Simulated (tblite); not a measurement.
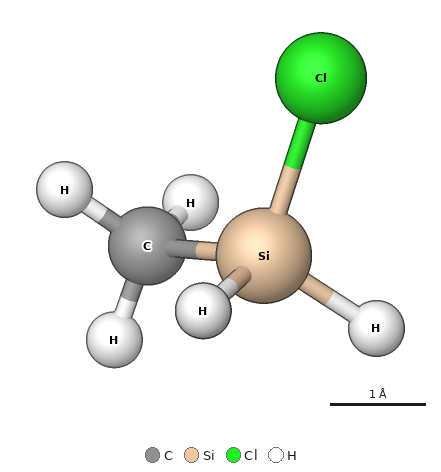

The input geometry (ball-and-stick view, seen at a tilt). Bond lengths as drawn: Cl–Si 2.02 Å, C–H 1.09 Å, C–Si 1.90 Å and H–Si 1.46 Å.

## CH₅ClSi: molecular dynamics

- system: CH₅ClSi
- method: GFN2-xTB Langevin dynamics, gas phase (tblite 0.8.0)

**Input**
```
{"job": {"dt": 1.5, "steps": 8000, "equilibration": 400, "friction": 0.005, "h_mass": 4.0, "temperature": 250, "xc": "GFN2-xTB", "basis": "xTB", "kind": "md"}, "charge": 0, "multiplicity": 1}
C     -1.008861    -0.007221     0.019132
Si     0.882418    -0.127820    -0.023417
Cl     1.651024     1.726873    -0.253446
H     -1.349081     0.617955     0.840954
H     -1.400112     0.422023    -0.899885
H     -1.460182    -0.986957     0.142322
H      1.325198    -0.937240    -1.157164
H      1.395825    -0.669964     1.233243
```

The first line tells a small driver script what to run in tblite; the rest is the geometry in Å.

Run as:
```bash
OMP_NUM_THREADS=1 python <driver script> task.json out
```

**Output**
```
t/fs     T/K   E - E0/eV
     0.0    238.1    -0.0000
   525.0    293.9     0.2410
  1050.0    368.1     0.2755
  1575.0    207.5     0.1723
  2100.0    206.5     0.2484
  2625.0    338.0     0.1703
  3150.0    253.3     0.1090
  3675.0    271.3     0.2710
  4200.0    176.9     0.1620
  4725.0    237.8     0.2288
  5250.0    449.4     0.1454
  5775.0    151.5     0.1139
  6300.0    199.8     0.2066
  6825.0    433.6     0.1671
  7350.0    258.5     0.2163
  7875.0    278.2     0.1192
  8400.0    184.5     0.1191
  8925.0    261.5     0.2063
  9450.0    208.2     0.2223
  9975.0    193.3     0.3074
 10500.0    217.7     0.2823
 11025.0    262.7     0.2572
 11550.0    251.0     0.2878
 12075.0    288.9     0.3086
 12600.0    189.3     0.1544
```

**Trajectory as extended XYZ (Å, eV, eV/Å), 12 of the 25 frames kept, from step=0 to step=8400**
```
8
Properties=species:S:1:pos:R:3:forces:R:3 step=0 time_fs=0.0 energy=-299.63984 temperature=238.1
C    -1.0089   -0.0072    0.0191   -0.0010   0.0010  -0.0020
Si    0.8824   -0.1278   -0.0234   -0.0010  -0.0010   0.0020
Cl    1.6510    1.7269   -0.2534   -0.0010  -0.0010   0.0000
H    -1.3491    0.6180    0.8410    0.0010  -0.0010   0.0000
H    -1.4001    0.4220   -0.8999    0.0000   0.0010  -0.0010
H    -1.4602   -0.9870    0.1423    0.0010   0.0000   0.0010
H     1.3252   -0.9372   -1.1572    0.0010   0.0010   0.0030
H     1.3958   -0.6700    1.2332    0.0010   0.0000  -0.0030
8
Properties=species:S:1:pos:R:3:forces:R:3 step=700 time_fs=1050.0 energy=-299.36435 temperature=368.1
C    -0.1822   -0.7064   -1.7872    1.5850   0.0930  -0.1480
Si    1.3542   -0.0358   -0.8525   -1.7900  -0.6490   1.2060
Cl    0.4123    0.8651    0.7234    0.0780   0.1210   0.1840
H     0.2369   -1.2340   -2.6582   -0.8880  -0.0910   0.3290
H    -0.8644   -1.2620   -1.1615    0.2570  -0.5270  -0.0830
H    -0.7345    0.1501   -2.0919   -0.4400   0.5950  -0.6350
H     2.1324    1.0011   -1.3701    0.8100   0.9700  -0.8990
H     2.1509   -1.0544   -0.2345    0.3900  -0.5120   0.0460
8
Properties=species:S:1:pos:R:3:forces:R:3 step=1400 time_fs=2100.0 energy=-299.39140 temperature=206.5
C    -0.0163   -0.8924   -2.7870    1.2410   0.4860  -0.2850
Si    0.4921    0.5364   -1.5131   -1.4350  -0.9900   0.2170
Cl   -0.7928    2.1378   -1.6467    0.3060  -0.3240  -0.2070
H    -0.0215   -0.4976   -3.8330    0.2560  -0.3790   0.8020
H     0.6790   -1.7646   -2.7121   -0.2430   0.9470  -0.2010
H    -0.9790   -1.3418   -2.6485   -0.5940   0.2330   0.4230
H     1.8298    1.0675   -1.4341    0.3340   0.0270  -0.3720
H     0.1751    0.0259   -0.1474    0.1350   0.0010  -0.3780
8
Properties=species:S:1:pos:R:3:forces:R:3 step=2450 time_fs=3675.0 energy=-299.36884 temperature=271.3
C     1.5012    2.5398   -1.0134    1.4230   1.4360  -0.8000
Si    0.6797    1.4989    0.2344   -0.8230  -1.5360   1.0700
Cl   -0.4430    2.7194    1.4813    0.4640  -0.6100  -0.3870
H     1.7764    3.5210   -0.6289   -0.2380   0.1810   0.0420
H     2.4644    2.1415   -1.3139   -0.0230  -0.3280  -0.2210
H     0.9135    2.6959   -1.9026   -0.1400   0.0470  -0.2190
H     1.7577    0.6536    0.9244   -0.8990   0.5970  -0.1980
H    -0.2194    0.6352   -0.6159    0.2350   0.2130   0.7120
8
Properties=species:S:1:pos:R:3:forces:R:3 step=3150 time_fs=4725.0 energy=-299.41108 temperature=237.8
C     1.9075    1.5404   -0.6093    0.6460   0.4050   1.3760
Si    0.3416    0.7300    0.0838    0.4090   0.4290   0.7770
Cl    0.8170    0.9898    2.0817   -0.3430  -0.2030  -0.0690
H     1.8634    2.0698   -1.5232   -0.2860   0.2220  -0.9590
H     2.2347    2.2946    0.1538   -0.2690  -0.4880  -0.5980
H     2.7336    0.8411   -0.6534    0.0540  -0.2010  -0.1630
H     0.2187   -0.7154   -0.0430   -0.1150   0.0580  -0.2470
H    -0.8149    1.5903   -0.1498   -0.0950  -0.2220  -0.1160
8
Properties=species:S:1:pos:R:3:forces:R:3 step=3850 time_fs=5775.0 energy=-299.52595 temperature=151.5
C    -0.6578    0.8716   -0.3729   -0.6030   0.5810  -0.6240
Si   -1.5433    1.6196    1.1164   -1.2620   0.0650  -0.1360
Cl   -0.3310    1.9119    2.6812    0.1090   0.0700   0.0630
H    -0.1357   -0.0072   -0.0947    0.3570  -0.8900   0.1530
H    -1.4285    0.6274   -1.1120    0.1880  -0.2000   0.1820
H     0.0467    1.4919   -0.9156    0.0800   0.3260   0.2560
H    -2.6455    0.6580    1.5328    0.6720   0.4550  -0.1400
H    -2.2687    2.8688    0.7043    0.4600  -0.4060   0.2450
8
Properties=species:S:1:pos:R:3:forces:R:3 step=4550 time_fs=6825.0 energy=-299.47276 temperature=433.6
C    -0.6143   -0.3732   -0.0974   -0.3920  -0.3560   0.5870
Si   -1.1212    1.0139    1.1558    0.0860  -0.2670  -0.7850
Cl    0.1382    2.5738    0.7070   -0.3270  -0.1920   0.1000
H    -0.7381   -1.4328    0.2192    0.2150   0.8580   0.1680
H    -1.2958   -0.2902   -0.9457    0.4670   0.1440  -0.1890
H     0.4292   -0.2137   -0.3735   -0.3210  -0.1960  -0.2540
H    -0.8593    0.7330    2.5624   -0.1580  -0.0500  -0.0330
H    -2.5172    1.3458    0.7531    0.4310   0.0600   0.4070
8
Properties=species:S:1:pos:R:3:forces:R:3 step=5250 time_fs=7875.0 energy=-299.52064 temperature=278.2
C    -2.0039   -2.7689   -0.6376    0.4190   0.5810  -0.3100
Si   -1.1000   -1.2160    0.0624    0.0210  -0.7090   0.1610
Cl   -0.6340    0.1604   -1.3461    0.1750  -0.2660  -0.0660
H    -2.0437   -3.5835    0.0866   -0.1030   0.2570  -0.2300
H    -2.9946   -2.5135   -1.0009   -0.1780  -0.0640   0.3340
H    -1.4879   -3.1078   -1.5357    0.1710  -0.2130   0.1600
H     0.0214   -1.7366    0.8932   -0.1460   0.2940  -0.4360
H    -1.9606   -0.4295    0.9064   -0.3580   0.1190   0.3850
8
Properties=species:S:1:pos:R:3:forces:R:3 step=5950 time_fs=8925.0 energy=-299.43357 temperature=261.5
C    -1.8120   -3.0207   -0.0934    0.7300  -1.9060   1.2030
Si   -1.3269   -1.3038    0.5333   -0.0120   0.8650  -0.1480
Cl   -1.2081    0.0466   -1.0425    0.0380  -0.4990   0.3990
H    -1.5431   -3.7810    0.7650   -0.5920   1.2810  -1.4770
H    -2.8509   -3.2297   -0.3651    0.2500   0.4010   0.1960
H    -1.1960   -3.3530   -0.9421   -0.1760   0.2750   0.2480
H     0.0068   -1.3181    1.2054   -0.4760  -0.0540  -0.2880
H    -2.3348   -0.6412    1.3987    0.2390  -0.3640  -0.1340
8
Properties=species:S:1:pos:R:3:forces:R:3 step=7000 time_fs=10500.0 energy=-299.35757 temperature=217.7
C    -1.7252   -2.1393    0.7912    1.0540  -0.9350  -0.5530
Si   -1.8941   -0.4047    1.4934   -0.2770   1.1000  -0.5980
Cl   -3.8670    0.0158    1.3357   -0.4310  -0.0370   0.1400
H    -2.5172   -2.7989    1.0324   -1.1390  -0.3620   0.8810
H    -1.7823   -2.2293   -0.3056    0.5830   0.5930   0.2430
H    -0.8342   -2.6939    1.1498   -0.1990   0.5890  -0.3940
H    -1.4337    0.6973    0.5524    0.2500  -0.7370   0.6030
H    -1.5767   -0.1639    2.9119    0.1610  -0.2110  -0.3210
8
Properties=species:S:1:pos:R:3:forces:R:3 step=7700 time_fs=11550.0 energy=-299.35203 temperature=251.0
C    -2.7219   -2.1672    0.3727    2.1010   0.4000   0.6460
Si   -3.3538   -0.4388    0.8982    0.0190  -0.1620  -0.3180
Cl   -3.1977   -0.2445    2.8820   -0.0490  -0.0490   0.5080
H    -3.4388   -2.8936    0.2022   -1.7020  -1.0270  -0.7350
H    -2.0643   -2.0935   -0.5435   -0.6580  -0.1470   1.1380
H    -2.1526   -2.6750    1.2180   -0.1350   0.9880  -0.9690
H    -4.7497   -0.0129    0.5953    0.5450  -0.2980  -0.0870
H    -2.3013    0.4325    0.3903   -0.1200   0.2950  -0.1810
8
Properties=species:S:1:pos:R:3:forces:R:3 step=8400 time_fs=12600.0 energy=-299.48539 temperature=189.3
C    -3.7197   -0.8002   -0.6574   -0.5750  -0.2960   0.3640
Si   -2.8413   -0.5516    1.0106    0.0740  -0.4640   0.0010
Cl   -3.2944   -1.8338    2.5079   -0.1970  -0.2460  -0.0680
H    -4.7908   -0.5649   -0.6101    0.0830  -0.6460   0.2690
H    -3.3995   -0.0268   -1.3259    0.7040   0.0070  -0.5800
H    -3.5498   -1.8237   -1.0627   -0.2420   0.9690   0.1420
H    -3.1461    0.6994    1.6527   -0.0430   0.5410  -0.0500
H    -1.4245   -0.8051    0.7990    0.1950   0.1360  -0.0770
```

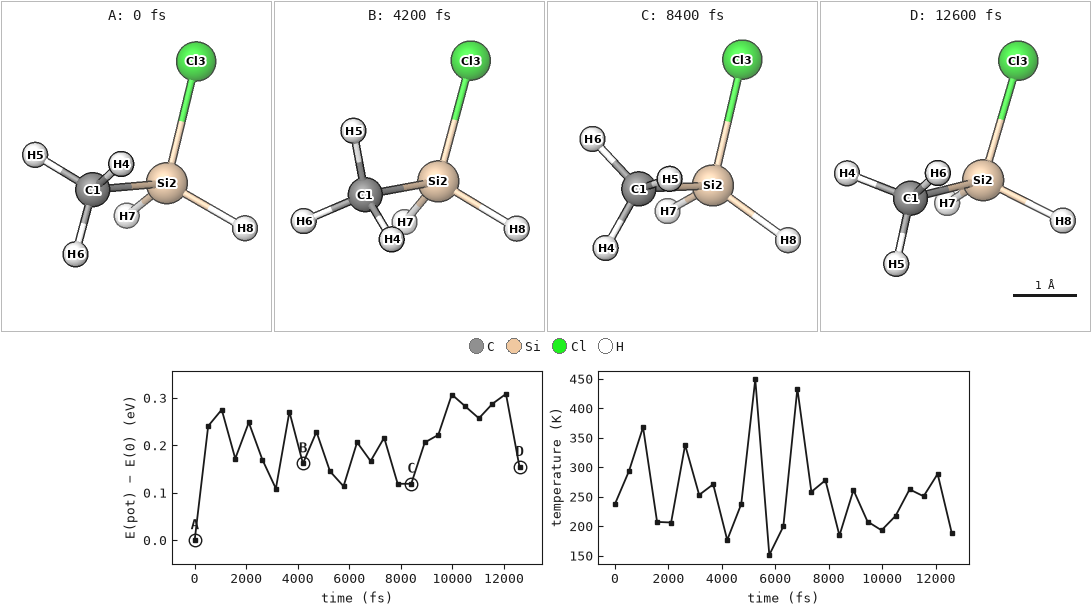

Frames of the molecular dynamics (ball-and-stick, seen at a tilt) above the curves, on which the letters mark them. The trajectory kept here has 25 frames over 12600 fs. The temperature starts at 238 K, ranges from 152 to 449 K and averages 248 K over the second half. The potential energy ends 0.154 eV above its first value. After an unweighted best fit of the last frame on the first, the root-mean-square displacement is 1.02 Å.

**Key numbers**

- outcome: finished
- mean temperature over the second half: 248 K
- trajectory: 25 frames kept, 12600 fs
- hardware: 1 CPU thread, shared host
- wall time: 22 s
- peak memory: 0.39 GiB
